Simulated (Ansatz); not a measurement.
Input

```
crystal:
  periodic: [false, false, false]
  atoms:
    - { symbol: Si, position_ang: [-0.09445019, -0.4857116, -0.84125554] }
    - { symbol: Si, position_ang: [1.69503313, 0.95793695, -0.32513248] }
    - { symbol: Si, position_ang: [-1.62525669, -0.59910803, 0.94662592] }
    - { symbol: H, position_ang: [0.44043727, -1.86542698, -1.13399599] }
    - { symbol: H, position_ang: [-0.80105253, 0.01095186, -2.07796675] }
    - { symbol: H, position_ang: [2.67598744, 1.03346488, -1.46512757] }
    - { symbol: H, position_ang: [1.17276797, 2.34241719, -0.04536389] }
    - { symbol: H, position_ang: [2.41655744, 0.46256448, 0.90035722] }
    - { symbol: H, position_ang: [-2.77074554, -1.5207713, 0.62111578] }
    - { symbol: H, position_ang: [-2.17653477, 0.77176653, 1.23751129] }
    - { symbol: H, position_ang: [-0.93274354, -1.10808298, 2.18323] }
basis:
  gaussian: { orbitals: def2-SVP }
hamiltonian:
  xc: hf
relax:
  f_tol: 0.003
  max_steps: 100
output:
  orbitals: {}
```

Launched as:

```sh
ansatz run input.yaml --threads 4 --pin off --max-ram 10240MiB --backend cpu --events-out ev --progress --plain --runs-dir out
```

The fields are those of the relaxed geometry.

Computed with Hartree-Fock, Gaussian basis def2-SVP in Ansatz 0.2.0.

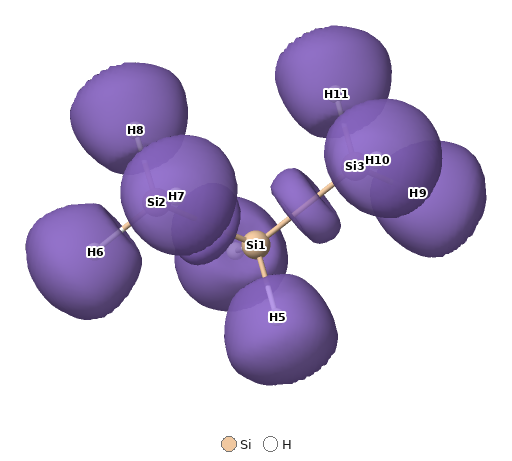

H8Si3 (SMILES [SiH2]([SiH3])[SiH3]). Isosurface of the ELF at 0.85 (purple), seen at a tilt. Core shells and regions of very low density are left out.

### Where are the electrons localised?

At this value the surface marks out two regions between bonded Si–Si atoms (shared pairs) and eight regions around hydrogen nuclei. Along the contacts the grid gives the following. Si–Si (2.37 Å): the ELF peaks at about 1 between the atoms: localised, covalent bonding. Si–H (1.48 Å): the ELF climbs to about 1 towards the hydrogen, as it does in any bond to H.
